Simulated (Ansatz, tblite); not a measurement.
# C₁₀H₃₀Ge₄: a ladder of methods and basis sets, part 1 of 2

Aim: run the singlet of C₁₀H₃₀Ge₄ at one geometry on many levels, and compare frontier levels, spin and run time.

Method: as each input shows; program: Ansatz 0.2.0, Gaussian basis.

The runs, in order: GFN1-xTB, GFN2-xTB, PBE-D4/def2-TZVP, r2SCAN-D4/def2-TZVP, ωB97M-V/def2-TZVP, B2PLYP/def2-TZVP, revPBE-D4/def2-TZVP, PBE+5HF/def2-SVP, PBE+10HF/def2-SVP, PBE+15HF/def2-SVP, PBE+35HF/def2-SVP, PBE+50HF/def2-SVP, PBE-D4/def2-SVP, PBE0-D4/def2-SVP, HF/STO-3G, MP2/def2-SVP, RPA/def2-SVP.

## (1) The geometry

The geometry is that of the singlet, from an earlier relaxation (PBE-D4/def2-SVP).

SMILES `[CH3][Ge]([CH3])([CH3])[Ge]([CH3])([CH3])[Ge]([CH3])([CH3])[Ge]([CH3])([CH3])[CH3]`, 44 atoms, charge 0, spin multiplicity 1.

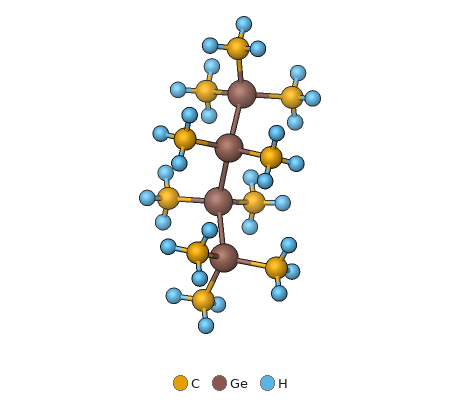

The structure; carbon amber, germanium brown, hydrogen blue.

PBE0-D4/def2-TZVP was run before; its log isn't repeated, and its numbers join the tables.

## (2) GFN1-xTB

Tight binding, by tblite at 300 K electronic temperature and without a spin-polarisation term:

```python
tblite.interface.Calculator('GFN1-xTB', numbers, positions, charge=0, uhf=0).singlepoint()
```

Energy -1196.6175 eV, HOMO -10.61 eV, LUMO -5.89 eV; 0.098 s.

## (3) GFN2-xTB

Tight binding, by tblite at 300 K electronic temperature and without a spin-polarisation term:

```python
tblite.interface.Calculator('GFN2-xTB', numbers, positions, charge=0, uhf=0).singlepoint()
```

Energy -1207.9565 eV, HOMO -9.31 eV, LUMO -4.04 eV; 0.057 s.

## (4) PBE-D4/def2-TZVP

start.molden holds the orbitals of an earlier run on this state, given as this run's starting guess.

in.yaml

```yaml
crystal:
  periodic: [false, false, false]
  atoms:
    - {symbol: C, position_ang: [4.394159, -0.004162, -1.551437]}
    - {symbol: Ge, position_ang: [3.068240, 0.168114, -0.090273]}
    - {symbol: C, position_ang: [3.411280, -1.255992, 1.242858]}
    - {symbol: C, position_ang: [3.318961, 1.924055, 0.788870]}
    - {symbol: Ge, position_ang: [0.788861, -0.015886, -0.955697]}
    - {symbol: C, position_ang: [0.309041, 1.645316, -1.937172]}
    - {symbol: C, position_ang: [0.666850, -1.530327, -2.236652]}
    - {symbol: Ge, position_ang: [-0.788063, -0.383659, 0.876906]}
    - {symbol: C, position_ang: [-0.315338, 0.779038, 2.418893]}
    - {symbol: C, position_ang: [-0.657355, -2.271965, 1.482265]}
    - {symbol: Ge, position_ang: [-3.068965, 0.105971, 0.144733]}
    - {symbol: C, position_ang: [-3.406563, -0.705622, -1.630186]}
    - {symbol: C, position_ang: [-4.393279, -0.614534, 1.429177]}
    - {symbol: C, position_ang: [-3.327837, 2.063241, -0.000808]}
    - {symbol: H, position_ang: [4.249205, 0.793137, -2.307358]}
    - {symbol: H, position_ang: [5.424656, 0.078195, -1.149282]}
    - {symbol: H, position_ang: [4.292793, -0.985217, -2.056663]}
    - {symbol: H, position_ang: [4.452294, -1.190624, 1.619986]}
    - {symbol: H, position_ang: [2.721688, -1.157075, 2.104922]}
    - {symbol: H, position_ang: [3.264696, -2.258961, 0.794619]}
    - {symbol: H, position_ang: [3.154227, 2.748562, 0.066900]}
    - {symbol: H, position_ang: [2.604479, 2.047784, 1.626659]}
    - {symbol: H, position_ang: [4.349255, 2.011694, 1.190227]}
    - {symbol: H, position_ang: [1.027904, 1.832362, -2.760172]}
    - {symbol: H, position_ang: [-0.705909, 1.553487, -2.373977]}
    - {symbol: H, position_ang: [0.319792, 2.519826, -1.257014]}
    - {symbol: H, position_ang: [1.363847, -1.375205, -3.084750]}
    - {symbol: H, position_ang: [-0.363225, -1.614349, -2.637400]}
    - {symbol: H, position_ang: [0.927593, -2.485189, -1.739099]}
    - {symbol: H, position_ang: [-0.332014, 1.847015, 2.124534]}
    - {symbol: H, position_ang: [-1.033732, 0.633318, 3.250609]}
    - {symbol: H, position_ang: [0.700873, 0.533013, 2.787861]}
    - {symbol: H, position_ang: [0.373664, -2.497815, 1.820946]}
    - {symbol: H, position_ang: [-0.914483, -2.965563, 0.657575]}
    - {symbol: H, position_ang: [-1.353833, -2.455888, 2.325017]}
    - {symbol: H, position_ang: [-4.447924, -0.505872, -1.955565]}
    - {symbol: H, position_ang: [-2.717573, -0.283667, -2.388949]}
    - {symbol: H, position_ang: [-3.255692, -1.803105, -1.596731]}
    - {symbol: H, position_ang: [-5.424343, -0.390122, 1.087147]}
    - {symbol: H, position_ang: [-4.251619, -0.163597, 2.431525]}
    - {symbol: H, position_ang: [-4.287163, -1.713516, 1.523885]}
    - {symbol: H, position_ang: [-2.614944, 2.499255, -0.728371]}
    - {symbol: H, position_ang: [-4.358998, 2.292558, -0.339035]}
    - {symbol: H, position_ang: [-3.165513, 2.551998, 0.980496]}
basis:
  gaussian: {orbitals: def2-TZVP, fitting: {mean_field: def2-universal-jkfit}, initial_orbitals: start.molden}
hamiltonian: {xc: pbe, dispersion: d4}
scf: {omitted_lower_state_checks: [starts]}
output: {orbitals: {seedname: orbitals}}
```

Run with:

```console
> ansatz run in.yaml --threads 2 --pin off --events-out ev --progress --plain --max-ram 32768MiB --backend cuda --devices 0, --max-vram 18GiB
```

Log:

```text
Functional definition: PBE
  name "PBE"
  cite "Perdew, Burke & Ernzerhof, Phys. Rev. Lett. 77, 3865 (1996) doi:10.1103/PhysRevLett.77.3865"
  parent pbe
  parameter kappa = 0.804
  parameter beta = 0.06672455060314922
  exchange = pbe_x(kappa = kappa, mu = beta*pi^2/3)
  correlation = pbe_c(beta = beta)
these checks for a lower state are left out or cut short: starts
2354 factors; integrals over basis functions are off by at most 3.7e-1 eV
mean field evaluation 1: about -236889.7054 eV, gradient 2.0e1 eV
mean field evaluation 2: about -236890.1070 eV, gradient 4.2e-1 eV
mean field evaluation 4: about -236890.0871 eV, gradient 8.6e-4 eV
mean field -236890.08705538 eV, -8705.5501294171 hartree, gradient 9.4e-6 eV, S^2 0.000000; 0 other end points of the search recorded, 0 dependent functions left out
reference -236890.08714258 eV, -8705.5501326217 hartree; 109, 109 occupied and 573, 573 virtual orbitals, 2354 factors
Total energy: -236891.48858826 eV, -8705.6016348006 hartree
Checks for a lower state left out: starts
```

It took 4.6 s on 1 × H100 (card shared with other runs) with 2 threads of AMD EPYC 7R13, shared host; peak host memory 1 GiB.

HOMO -5.25 eV, LUMO -0.45 eV.

## (5) r2SCAN-D4/def2-TZVP

in.yaml, as its differences from that of step 4:

```diff
@@ -49,4 +49,4 @@
   gaussian: {orbitals: def2-TZVP, fitting: {mean_field: def2-universal-jkfit}, initial_orbitals: start.molden}
-hamiltonian: {xc: pbe, dispersion: d4}
+hamiltonian: {xc: r2scan, dispersion: d4}
 scf: {omitted_lower_state_checks: [starts]}
-output: {orbitals: {seedname: orbitals}}
+output: {forces: true, orbitals: {seedname: orbitals}}
```

The command is unchanged.

Log (excerpt; [...] marks lines left out):

```text
Functional definition: r2SCAN
  name "r2SCAN"
  cite "Furness, Kaplan, Ning, Perdew & Sun, J. Phys. Chem. Lett. 11, 8208 (2020) doi:10.1021/acs.jpclett.0c02405"
  cite "Furness, Kaplan, Ning, Perdew & Sun, J. Phys. Chem. Lett. 11, 9248 (2020) doi:10.1021/acs.jpclett.0c03077"
  parent r2scan
[...]
2354 factors; integrals over basis functions are off by at most 3.7e-1 eV
[...]
mean field -236932.74372876 eV, -8707.1177332500 hartree, gradient 1.5e-5 eV, S^2 0.000000; 0 other end points of the search recorded, 0 dependent functions left out
[...]
reference -236932.74375316 eV, -8707.1177341468 hartree; 109, 109 occupied and 573, 573 virtual orbitals, 2354 factors
Total energy: -236933.17413107 eV, -8707.1335502432 hartree
Atom 0 at     4.394159    -0.004162    -1.551437 Å, force     0.229464    -0.031496    -0.241030 eV/Å
[...]
Atom 35 at    -4.447924    -0.505872    -1.955565 Å, force     0.490691    -0.096077     0.153706 eV/Å
Atom 36 at    -2.717573    -0.283667    -2.388949 Å, force    -0.333256    -0.200851     0.355589 eV/Å
Atom 37 at    -3.255692    -1.803105    -1.596731 Å, force    -0.075349     0.518557    -0.021505 eV/Å
Atom 38 at    -5.424343    -0.390122     1.087147 Å, force     0.484914    -0.106263     0.163032 eV/Å
Atom 39 at    -4.251619    -0.163597     2.431525 Å, force    -0.074588    -0.214423    -0.474583 eV/Å
Atom 40 at    -4.287163    -1.713516     1.523885 Å, force    -0.058786     0.521808    -0.044627 eV/Å
Atom 41 at    -2.614944     2.499255    -0.728371 Å, force    -0.342247    -0.200291     0.344006 eV/Å
Atom 42 at    -4.358998     2.292558    -0.339035 Å, force     0.487058    -0.107424     0.159081 eV/Å
Atom 43 at    -3.165513     2.551998     0.980496 Å, force    -0.081630    -0.226365    -0.466893 eV/Å
Dipole moment:     0.000011    -0.003288    -0.000579 e Å
Checks for a lower state left out: starts
```

It took 8 s on 1 × H100 (card shared with other runs) with 2 threads of AMD EPYC 7R13, shared host; peak host memory 1.1 GiB.

Report: HOMO -5.44 eV, LUMO -0.22 eV.

## (6) ωB97M-V/def2-TZVP

in.yaml, as its differences from that of step 5:

```diff
@@ -49,4 +49,4 @@
   gaussian: {orbitals: def2-TZVP, fitting: {mean_field: def2-universal-jkfit}, initial_orbitals: start.molden}
-hamiltonian: {xc: r2scan, dispersion: d4}
+hamiltonian: {xc: {name: wB97M-V}}
 scf: {omitted_lower_state_checks: [starts]}
-output: {forces: true, orbitals: {seedname: orbitals}}
+output: {orbitals: {seedname: orbitals}}
```

Launched as before.

Log (excerpt; [...] marks lines left out):

```text
Functional definition: wB97M-V
  name "wB97M-V"
  cite "Mardirossian & Head-Gordon, J. Chem. Phys. 144, 214110 (2016) doi:10.1063/1.4952647"
  cite "Becke, J. Chem. Phys. 107, 8554 (1997) doi:10.1063/1.475007"
  cite "Vydrov & Van Voorhis, J. Chem. Phys. 133, 244103 (2010) doi:10.1063/1.3521275"
  # Of w^i u^j: cxij and so on, Table III.
[...]
  gx(w, u) = 1 - cx + cx01*u + cx10*w
  gss(w, u) = css00 + css04*u^4 + css10*w + css20*w^2 + css43*w^4*u^3
  gos(w, u) = cos00 + cos10*w + (cos20 + cos21*u)*w^2 + (cos60 + cos61*u)*w^6
[...]
      + integral(e_c_pw_mod_opposite_spin*gos(b97_w_opposite, b97_u_opposite)) + vv10(b, c)
[...]
2354 factors; integrals over basis functions are off by at most 3.7e-1 eV
2354 factors; integrals over basis functions are off by at most 3.4e-7 eV
[...]
mean field -236920.76243043 eV, -8706.6774286576 hartree, gradient 1.1e-5 eV, S^2 0.000000; 0 other end points of the search recorded, 0 dependent functions left out
reference -236920.76252838 eV, -8706.6774322571 hartree; 109, 109 occupied and 573, 573 virtual orbitals, 2354 factors
Total energy: -236920.76252838 eV, -8706.6774322571 hartree
Checks for a lower state left out: starts
```

Run time: 12 s. Hardware: 1 × H100 (card shared with other runs) with 2 threads of AMD EPYC 7R13, shared host; peak host memory 1.3 GiB.

From the report: HOMO -8.11 eV, LUMO 1.81 eV.

## (7) B2PLYP/def2-TZVP

in.yaml, as its differences from that of step 6:

```diff
@@ -49,4 +49,3 @@
   gaussian: {orbitals: def2-TZVP, fitting: {mean_field: def2-universal-jkfit}, initial_orbitals: start.molden}
-hamiltonian: {xc: {name: wB97M-V}}
+hamiltonian: {xc: {name: B2PLYP}}
 scf: {omitted_lower_state_checks: [starts]}
-output: {orbitals: {seedname: orbitals}}
```

Launched as before.

Log (excerpt; [...] marks lines left out):

```text
Functional definition: B2PLYP
  name "B2PLYP"
  cite "Grimme, J. Chem. Phys. 124, 034108 (2006) doi:10.1063/1.2148954"
  cite "Becke, Phys. Rev. A 38, 3098 (1988) doi:10.1103/PhysRevA.38.3098"
  cite "Lee, Yang & Parr, Phys. Rev. B 37, 785 (1988) doi:10.1103/PhysRevB.37.785"
[...]
2354 factors; integrals over basis functions are off by at most 3.7e-1 eV
[...]
mean field -236864.05118995 eV, -8704.5933290104 hartree, gradient 1.1e-6 eV, S^2 0.000000; 0 other end points of the search recorded, 0 dependent functions left out
46 core orbitals not correlated: weight in the atoms' cores, before any rotation towards them, 1.000 or more for the frozen orbitals, at most 0.000 for the correlated occupied ones
reference -236864.05154239 eV, -8704.5933419623 hartree; 63, 63 occupied and 573, 573 virtual orbitals, 2354 factors
second order -91.92026770 eV of doubles, -0.00000000 eV of singles
Total energy: -236888.87001467 eV, -8705.5054039961 hartree
Checks for a lower state left out: starts
```

It took 10 s on 1 × H100 (card shared with other runs) with 2 threads of AMD EPYC 7R13, shared host; peak host memory 3.8 GiB.

## (8) revPBE-D4/def2-TZVP

in.yaml, as its differences from that of step 7:

```diff
@@ -49,3 +49,4 @@
   gaussian: {orbitals: def2-TZVP, fitting: {mean_field: def2-universal-jkfit}, initial_orbitals: start.molden}
-hamiltonian: {xc: {name: B2PLYP}}
+hamiltonian: {xc: {name: revPBE}, dispersion: d4}
 scf: {omitted_lower_state_checks: [starts]}
+output: {orbitals: {seedname: orbitals}}
```

The command is unchanged.

Log:

```text
Functional definition: revPBE
  name "revPBE"
  cite "Zhang & Yang, Phys. Rev. Lett. 80, 890 (1998) doi:10.1103/PhysRevLett.80.890"
  cite "Perdew, Burke & Ernzerhof, Phys. Rev. Lett. 77, 3865 (1996) doi:10.1103/PhysRevLett.77.3865"
  parameter kappa = 1.245
  parameter beta = 0.06672455060314922
  exchange = pbe_x(kappa = kappa, mu = beta*pi^2/3)
  correlation = pbe_c(beta = beta)
these checks for a lower state are left out or cut short: starts
2354 factors; integrals over basis functions are off by at most 3.7e-1 eV
mean field evaluation 1: about -236919.0169 eV, gradient 2.0e1 eV
mean field evaluation 2: about -236919.3393 eV, gradient 3.5e-1 eV
mean field evaluation 4: about -236919.3188 eV, gradient 6.9e-4 eV
mean field -236919.31875149 eV, -8706.6243744353 hartree, gradient 2.6e-5 eV, S^2 0.000000; 0 other end points of the search recorded, 0 dependent functions left out
reference -236919.31886113 eV, -8706.6243784643 hartree; 109, 109 occupied and 573, 573 virtual orbitals, 2354 factors
Total energy: -236922.71331040 eV, -8706.7491221743 hartree
Checks for a lower state left out: starts
```

It took 7.5 s on 1 × H100 (card shared with other runs) with 2 threads of AMD EPYC 7R13, shared host; peak host memory 1 GiB.

From the report: HOMO -5.19 eV, LUMO -0.31 eV.

## (9) PBE+5HF/def2-SVP

in.yaml, as its differences from that of step 8:

```diff
@@ -48,4 +48,4 @@
 basis:
-  gaussian: {orbitals: def2-TZVP, fitting: {mean_field: def2-universal-jkfit}, initial_orbitals: start.molden}
-hamiltonian: {xc: {name: revPBE}, dispersion: d4}
+  gaussian: {orbitals: def2-SVP, fitting: {mean_field: def2-universal-jkfit}, initial_orbitals: start.molden}
+hamiltonian: {xc: {text: "exchange = 0.95*pbe_x + 0.05*exact_x\ncorrelation = pbe_c"}}
 scf: {omitted_lower_state_checks: [starts]}
```

Launched as before.

Log:

```text
Functional definition: unnamed
  exchange = 0.95*pbe_x + 0.05*exact_x
  correlation = pbe_c
these checks for a lower state are left out or cut short: starts
2354 factors; integrals over basis functions are off by at most 2.5e-1 eV
mean field evaluation 1: about -236850.7222 eV, gradient 1.5e1 eV
mean field evaluation 2: about -236851.1956 eV, gradient 3.8e-1 eV
mean field evaluation 4: about -236851.1759 eV, gradient 5.9e-4 eV
mean field -236851.17592373 eV, -8704.1201717039 hartree, gradient 1.6e-5 eV, S^2 0.000000; 0 other end points of the search recorded, 0 dependent functions left out
reference -236851.17598645 eV, -8704.1201740089 hartree; 109, 109 occupied and 309, 309 virtual orbitals, 2354 factors
Total energy: -236851.17598645 eV, -8704.1201740089 hartree
Checks for a lower state left out: starts
```

Wall time 4.2 s (1 × H100 (card shared with other runs) with 2 threads of AMD EPYC 7R13, shared host); peak host memory 0.83 GiB.

HOMO -5.33 eV, LUMO -0.05 eV.

## (10) PBE+10HF/def2-SVP

in.yaml, as its differences from that of step 9:

```diff
@@ -49,3 +49,3 @@
   gaussian: {orbitals: def2-SVP, fitting: {mean_field: def2-universal-jkfit}, initial_orbitals: start.molden}
-hamiltonian: {xc: {text: "exchange = 0.95*pbe_x + 0.05*exact_x\ncorrelation = pbe_c"}}
+hamiltonian: {xc: {text: "exchange = 0.90*pbe_x + 0.10*exact_x\ncorrelation = pbe_c"}}
 scf: {omitted_lower_state_checks: [starts]}
```

The command is unchanged.

Log:

```text
Functional definition: unnamed
  exchange = 0.90*pbe_x + 0.10*exact_x
  correlation = pbe_c
these checks for a lower state are left out or cut short: starts
2354 factors; integrals over basis functions are off by at most 2.5e-1 eV
mean field evaluation 1: about -236852.5539 eV, gradient 1.3e1 eV
mean field evaluation 2: about -236852.9436 eV, gradient 3.1e-1 eV
mean field evaluation 4: about -236852.9244 eV, gradient 4.3e-4 eV
mean field -236852.92441387 eV, -8704.1844275315 hartree, gradient 1.3e-5 eV, S^2 0.000000; 0 other end points of the search recorded, 0 dependent functions left out
reference -236852.92447389 eV, -8704.1844297372 hartree; 109, 109 occupied and 309, 309 virtual orbitals, 2354 factors
Total energy: -236852.92447389 eV, -8704.1844297372 hartree
Checks for a lower state left out: starts
```

Wall time 6.5 s (1 × H100 (card shared with other runs) with 2 threads of AMD EPYC 7R13, shared host); peak host memory 0.84 GiB.

Report: HOMO -5.53 eV, LUMO 0.10 eV.

## (11) PBE+15HF/def2-SVP

in.yaml, as its differences from that of step 10:

```diff
@@ -49,3 +49,3 @@
   gaussian: {orbitals: def2-SVP, fitting: {mean_field: def2-universal-jkfit}, initial_orbitals: start.molden}
-hamiltonian: {xc: {text: "exchange = 0.90*pbe_x + 0.10*exact_x\ncorrelation = pbe_c"}}
+hamiltonian: {xc: {text: "exchange = 0.85*pbe_x + 0.15*exact_x\ncorrelation = pbe_c"}}
 scf: {omitted_lower_state_checks: [starts]}
```

Launched as before.

Log:

```text
Functional definition: unnamed
  exchange = 0.85*pbe_x + 0.15*exact_x
  correlation = pbe_c
these checks for a lower state are left out or cut short: starts
2354 factors; integrals over basis functions are off by at most 2.5e-1 eV
mean field evaluation 1: about -236854.3856 eV, gradient 1.2e1 eV
mean field evaluation 2: about -236854.7147 eV, gradient 2.6e-1 eV
mean field evaluation 4: about -236854.6960 eV, gradient 3.3e-4 eV
mean field -236854.69600465 eV, -8704.2495322919 hartree, gradient 1.0e-5 eV, S^2 0.000000; 0 other end points of the search recorded, 0 dependent functions left out
reference -236854.69606192 eV, -8704.2495343962 hartree; 109, 109 occupied and 309, 309 virtual orbitals, 2354 factors
Total energy: -236854.69606192 eV, -8704.2495343962 hartree
Checks for a lower state left out: starts
```

Wall time 5.5 s (1 × H100 (card shared with other runs) with 2 threads of AMD EPYC 7R13, shared host); peak host memory 0.84 GiB.

HOMO -5.74 eV, LUMO 0.24 eV.

## (12) PBE+35HF/def2-SVP

in.yaml, as its differences from that of step 11:

```diff
@@ -49,3 +49,3 @@
   gaussian: {orbitals: def2-SVP, fitting: {mean_field: def2-universal-jkfit}, initial_orbitals: start.molden}
-hamiltonian: {xc: {text: "exchange = 0.85*pbe_x + 0.15*exact_x\ncorrelation = pbe_c"}}
+hamiltonian: {xc: {text: "exchange = 0.65*pbe_x + 0.35*exact_x\ncorrelation = pbe_c"}}
 scf: {omitted_lower_state_checks: [starts]}
```

Same command.

Log:

```text
Functional definition: unnamed
  exchange = 0.65*pbe_x + 0.35*exact_x
  correlation = pbe_c
these checks for a lower state are left out or cut short: starts
2354 factors; integrals over basis functions are off by at most 2.5e-1 eV
mean field evaluation 1: about -236861.7125 eV, gradient 1.1e1 eV
mean field evaluation 2: about -236862.0206 eV, gradient 2.5e-1 eV
mean field evaluation 4: about -236862.0048 eV, gradient 3.1e-4 eV
mean field -236862.00475420 eV, -8704.5181238837 hartree, gradient 2.4e-5 eV, S^2 0.000000; 0 other end points of the search recorded, 0 dependent functions left out
reference -236862.00479977 eV, -8704.5181255582 hartree; 109, 109 occupied and 309, 309 virtual orbitals, 2354 factors
Total energy: -236862.00479977 eV, -8704.5181255582 hartree
Checks for a lower state left out: starts
```

Wall time 3.9 s (1 × H100 (card shared with other runs) with 2 threads of AMD EPYC 7R13, shared host); peak host memory 0.84 GiB.

Report: HOMO -6.56 eV, LUMO 0.81 eV.

## (13) PBE+50HF/def2-SVP

in.yaml, as its differences from that of step 12:

```diff
@@ -49,3 +49,3 @@
   gaussian: {orbitals: def2-SVP, fitting: {mean_field: def2-universal-jkfit}, initial_orbitals: start.molden}
-hamiltonian: {xc: {text: "exchange = 0.65*pbe_x + 0.35*exact_x\ncorrelation = pbe_c"}}
+hamiltonian: {xc: {text: "exchange = 0.50*pbe_x + 0.50*exact_x\ncorrelation = pbe_c"}}
 scf: {omitted_lower_state_checks: [starts]}
```

Same command.

Log:

```text
Functional definition: unnamed
  exchange = 0.50*pbe_x + 0.50*exact_x
  correlation = pbe_c
these checks for a lower state are left out or cut short: starts
2354 factors; integrals over basis functions are off by at most 2.5e-1 eV
mean field evaluation 1: about -236867.2077 eV, gradient 1.6e1 eV
mean field evaluation 2: about -236867.7217 eV, gradient 4.7e-1 eV
mean field evaluation 4: about -236867.7087 eV, gradient 1.1e-3 eV
mean field -236867.70869676 eV, -8704.7277399066 hartree, gradient 6.8e-6 eV, S^2 0.000000; 0 other end points of the search recorded, 0 dependent functions left out
reference -236867.70873276 eV, -8704.7277412294 hartree; 109, 109 occupied and 309, 309 virtual orbitals, 2354 factors
Total energy: -236867.70873276 eV, -8704.7277412294 hartree
Checks for a lower state left out: starts
```

Wall time 4.1 s (1 × H100 (card shared with other runs) with 2 threads of AMD EPYC 7R13, shared host); peak host memory 0.84 GiB.

Report: HOMO -7.20 eV, LUMO 1.23 eV.

## (14) PBE-D4/def2-SVP

in.yaml, as its differences from that of step 13:

```diff
@@ -49,3 +49,3 @@
   gaussian: {orbitals: def2-SVP, fitting: {mean_field: def2-universal-jkfit}, initial_orbitals: start.molden}
-hamiltonian: {xc: {text: "exchange = 0.50*pbe_x + 0.50*exact_x\ncorrelation = pbe_c"}}
+hamiltonian: {xc: pbe, dispersion: d4}
 scf: {omitted_lower_state_checks: [starts]}
```

Same command.

Log:

```text
Functional definition: PBE
  name "PBE"
  cite "Perdew, Burke & Ernzerhof, Phys. Rev. Lett. 77, 3865 (1996) doi:10.1103/PhysRevLett.77.3865"
  parent pbe
  parameter kappa = 0.804
  parameter beta = 0.06672455060314922
  exchange = pbe_x(kappa = kappa, mu = beta*pi^2/3)
  correlation = pbe_c(beta = beta)
these checks for a lower state are left out or cut short: starts
2354 factors; integrals over basis functions are off by at most 2.5e-1 eV
mean field evaluation 1: about -236848.8904 eV, gradient 1.7e1 eV
mean field evaluation 2: about -236849.4710 eV, gradient 4.7e-1 eV
mean field evaluation 4: about -236849.4510 eV, gradient 8.6e-4 eV
mean field -236849.45099493 eV, -8704.0567817397 hartree, gradient 2.2e-5 eV, S^2 0.000000; 0 other end points of the search recorded, 0 dependent functions left out
reference -236849.45106031 eV, -8704.0567841422 hartree; 109, 109 occupied and 309, 309 virtual orbitals, 2354 factors
Total energy: -236850.85250599 eV, -8704.1082863211 hartree
Checks for a lower state left out: starts
```

Run time: 3.7 s. Hardware: 1 × H100 (card shared with other runs) with 2 threads of AMD EPYC 7R13, shared host; peak host memory 0.84 GiB.

HOMO -5.13 eV, LUMO -0.19 eV.

(Continued in part 2 of 2.)
